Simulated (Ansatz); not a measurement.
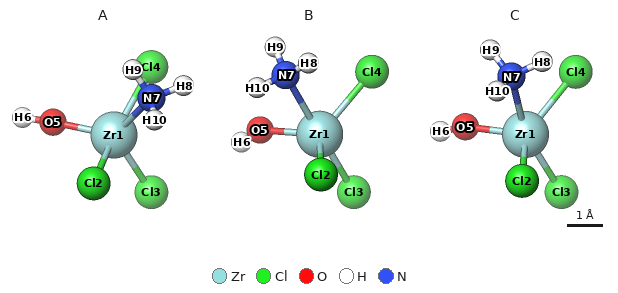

3 geometries from a converged minimum-energy path of ZrNH4OCl3, shuffled. Style: ball-and-stick. Shown from a free direction.

All numbers below come from RKS PBE0-D4/def2-SVP in Ansatz 0.2.0. Run with 5 movable images; climbing image; force threshold 0.05 eV/Å; iteration limit 60; starting path through a guess of the saddle point.

### Which frame is the transition state?

A. In order along the path, whose images run from 0 to 6: A (image 3, +0.256 eV), C (image 5, +0.126 eV), B (image 6, +0.075 eV). No bond forms or breaks between the ends. Bond angles that change up to the highest image, for instance: O5–Zr1–N7 180.0° → 125.0°, Cl3–Zr1–N7 80.9° → 122.1°.

The run took 25 min on 4 threads of Intel(R) Xeon(R) Processor @ 2.50GHz (Skylake/Cascade Lake), with other jobs on the host, peak memory 0.43 GiB.
